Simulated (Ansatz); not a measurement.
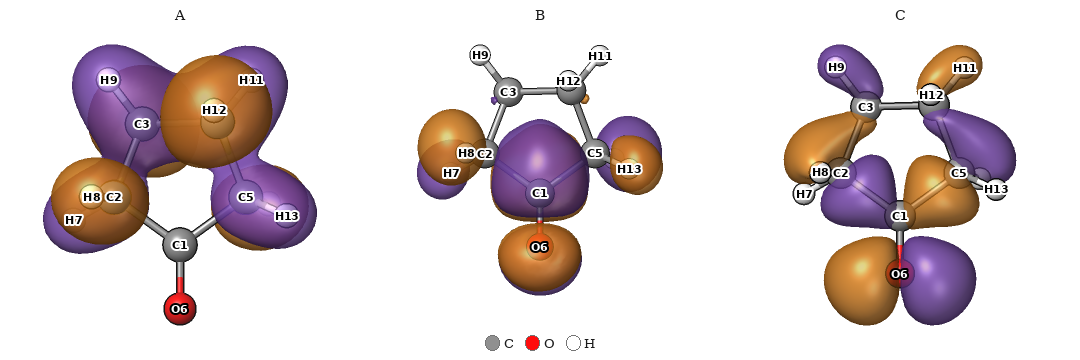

C5H8O (SMILES O=C1CCCC1). Three frontier orbitals at ±0.08 Å⁻³ᐟ² (orange and purple are the two phases), in no order.

Geometry: PBE0-D3(BJ)/def2-SVP.

Computed with Ansatz, isolated molecule in a Gaussian basis; Kohn-Sham density functional theory, functional PBE0.

Input file:

```
crystal:
  periodic: [false, false, false]
  atoms:
    - {symbol: C, position_ang: [-1.255742, 0.760486, 1.270611]}
    - {symbol: C, position_ang: [-0.708248, -0.422770, 0.481489]}
    - {symbol: C, position_ang: [0.636128, -0.739443, 1.129624]}
    - {symbol: C, position_ang: [1.131240, 0.623472, 1.633645]}
    - {symbol: C, position_ang: [-0.133790, 1.304860, 2.146580]}
    - {symbol: O, position_ang: [-2.376967, 1.189679, 1.212138]}
    - {symbol: H, position_ang: [-1.436828, -1.245445, 0.451644]}
    - {symbol: H, position_ang: [-0.578323, -0.074686, -0.559297]}
    - {symbol: H, position_ang: [1.347524, -1.229104, 0.449227]}
    - {symbol: H, position_ang: [0.487683, -1.419189, 1.985844]}
    - {symbol: H, position_ang: [1.922805, 0.538485, 2.391934]}
    - {symbol: H, position_ang: [1.550995, 1.199380, 0.791405]}
    - {symbol: H, position_ang: [-0.128241, 2.404150, 2.139119]}
    - {symbol: H, position_ang: [-0.363258, 0.994634, 3.182143]}
basis:
  gaussian: {orbitals: def2-SVPD}
output: {forces: true, orbitals: {seedname: orbitals}}
total_charge: 0
hamiltonian: {xc: pbe0}
```

Command:

```sh
ansatz run input.yaml --threads 2 --pin off --max-ram 4350MiB --events-out events.jsonl --progress --plain --runs-dir runs
```

Which picture is the HOMO−1, the HOMO and the LUMO?

A is the HOMO−1 (−9.52 eV). Its weight (Hirshfeld) is mainly on C4 (about 20 %), C3 (about 20 %), H12 (about 15 %), H10 (about 15 %), C2 (about 5 %) and C5 (about 5 %). C is the HOMO (−7.08 eV). By Hirshfeld shares it lies mainly on O6 (about 55 %), C1 (about 15 %), C5 (about 10 %) and C2 (about 10 %). B is the LUMO (−0.59 eV). Its weight (Hirshfeld) is mainly on C1 (about 40 %), O6 (about 25 %), C5 (about 5 %) and C2 (about 5 %); π-antibonding (π*) across C1–O6.

What is the HOMO–LUMO gap?

6.49 eV between the orbital energies.
